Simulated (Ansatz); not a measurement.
System: SiPb₂C₁₃.

```cif
data_structure
_symmetry_space_group_name_H-M 'P 1'
_symmetry_Int_Tables_number 1
_cell_length_a 4.9227
_cell_length_b 4.9831
_cell_length_c 9.3172
_cell_angle_alpha 89.057
_cell_angle_beta 77.304
_cell_angle_gamma 60.811
_cell_volume 193.54
loop_
_atom_site_label
_atom_site_type_symbol
_atom_site_fract_x
_atom_site_fract_y
_atom_site_fract_z
_atom_site_occupancy
C1 C 0.11933 0.96652 0.80447 1
C2 C 0.55840 0.45355 0.49323 1
C3 C 0.10967 0.46568 0.82230 1
C4 C 0.55917 0.95882 0.49424 1
C5 C 0.03324 0.96939 0.53577 1
C6 C 0.07146 0.45127 0.48850 1
C7 C 0.93519 0.09173 0.70111 1
C8 C 0.23012 0.61917 0.49548 1
C9 C 0.26300 0.64467 0.83335 1
C10 C 0.23384 0.12355 0.48853 1
C11 C 0.72037 0.12611 0.48998 1
C12 C 0.21700 0.16543 0.86055 1
C13 C 0.71513 0.62717 0.52697 1
Si1 Si 0.71615 0.52293 0.74640 1
Pb1 Pb 0.07483 0.73218 0.14948 1
Pb2 Pb 0.44171 0.06330 0.06343 1
```

Space group P1; a generated structure, not necessarily the stable one.

Theory: Ansatz, DFT PBE, scalar-relativistic, plane waves, PAW.

**Predict the valence pseudo-density and electron localisation function between the atoms.**

C–C (1.39 Å): the density is about 2.1 e/Å³ at the midpoint; the ELF peaks at about 0.90 between the atoms.
Pb–C (2.32 Å): the density is about 0.57 e/Å³ at the midpoint; the ELF peaks at about 0.85 in the valence shell of C, 0.7 Å from its nucleus, and is about 0.35 at the midpoint.
C–C (1.44 Å): ρ at the midpoint is about 1.9 e/Å³; the ELF peaks at about 0.95 between the atoms.

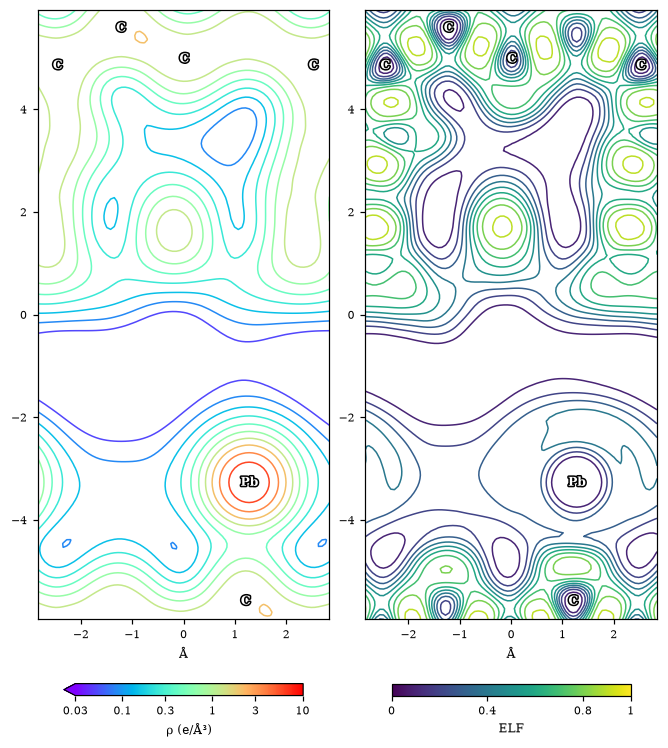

Computed valence pseudo-density and electron localisation function on the (101̄) plane of the conventional cell, in this order. Atoms just off the plane (C, 0.3 Å away) can leave unmarked features too.

Core electrons are frozen (PAW), and the valence fields are smoothed inside the atomic spheres.
